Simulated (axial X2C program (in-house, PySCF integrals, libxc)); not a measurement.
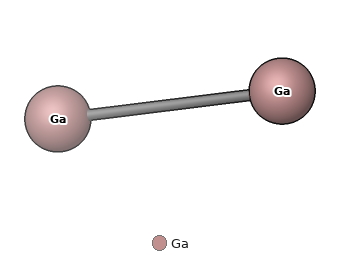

**Figure 1.** The molecule at the reference distance of 2.512 Å.

# Relativistic diatomic calculation, with input and output: Ga₂⁻

System: Ga₂⁻, single determinant with Ω = 3/2. The distance is the PBE0 minimum at charge −1.
Method: expectation values, HF and Kohn-Sham, two-component X2C with atomic mean-field Coulomb and Gaunt terms, Ga dyall-acv3z (cores contracted) (axial X2C program (in-house, PySCF integrals, libxc)).

### The program's output
```
two-component X2C + atomic mean field  PBE0
basis functions 248  fitting functions 1406  grid points 5805
iter        total energy     max residual
   1      -3883.912784999     2.42e+00
   2      -3886.140747618     2.85e-02
   3      -3886.123607102     5.26e-02
   4      -3886.160501069     6.06e-03
   5      -3886.161388640     1.39e-03
   6      -3886.161415270     4.08e-04
   7      -3886.161416996     2.19e-05
   8      -3886.161417031     8.08e-06
   9      -3886.161417034     1.07e-06
  10      -3886.161417034     1.35e-07
converged
one-electron -5830.81834110  Coulomb 1895.32761169  exact exchange -37.23288778  xc functional -114.59304949  nuclear repulsion 202.44398873  atomic mean-field constant -1.28873909
```

### Expectation values by level of theory

```tsv
quantity	PBE0	HF	TPSSh	BP86	PBE50
effective field for an electron dipole moment (GV/cm)	9.34×10⁻¹¹	−7.67×10⁻¹¹	3.87×10⁻⁹	3.70×10⁻⁸	−4.33×10⁻¹¹
field gradient at the first nucleus (a.u.)	−1.11	−1.30	−1.07	−1.01	−1.19
field gradient at the second nucleus (a.u.)	−1.11	−1.30	−1.07	−1.01	−1.19
A∥/gI, first nucleus (MHz)	−137	−270	−102	−89.0	−164
A∥/gI, second nucleus (MHz)	−137	−270	−102	−89.0	−164
```

Each column comes from one determinant, in a basis with contracted cores. The levels disagree widely: A∥/gI at the first nucleus runs from −270 to −89.0 MHz and A∥/gI at the second nucleus runs from −270 to −89.0 MHz. They may not all have settled in the same state, and these values aren't reliable properties of the molecule.

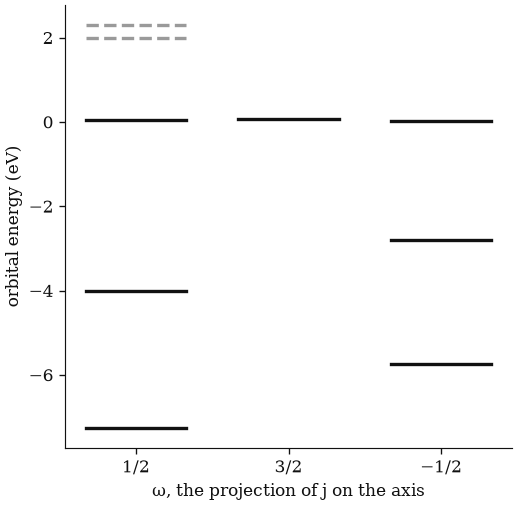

**Figure 2.** Orbital energies (PBE0) near the frontier at 2.51 Å, filled (solid) and empty (dashed). The highest filled spinor (3/2; 46 % Ga p, 46 % Ga p) lies at 0.08 eV, the lowest empty one (1/2; 47 % Ga p, 47 % Ga p) at 1.99 eV. A filled level above zero is held only by the finite basis .

### Input file
```
{"zs": [31, 31], "q": -1, "bas": ["dyall-acv3z", "dyall-acv3z"], "r0": 2.48, "levels": ["PBE0", "HF", "TPSSh", "BP86", "PBE50"], "nst": 3}
```

The line is the task of a batch: nuclear charges, charge, bases, the levels to run, a first guess of the distance and further settings. This report covers the levels named above. The log is that of the reference distance.

Launched within a batch (the task file carries these settings):
```bash
python <driver script> task.json out
```

### Summary

- outcome: converged; the levels of theory disagree widely; a filled level lies above zero
- hardware: 1 thread of Arm Neoverse N1, 98 GiB of memory available, shared host
- wall time: 9.7 s
- peak memory: 0.56 GiB

### Notes

The highest filled level (PBE0, up to 0.08 eV) lies above zero. That is common for anions, where the functional's self-interaction leaves the outer electrons unbound; only the finite basis holds them, so such levels depend on it.
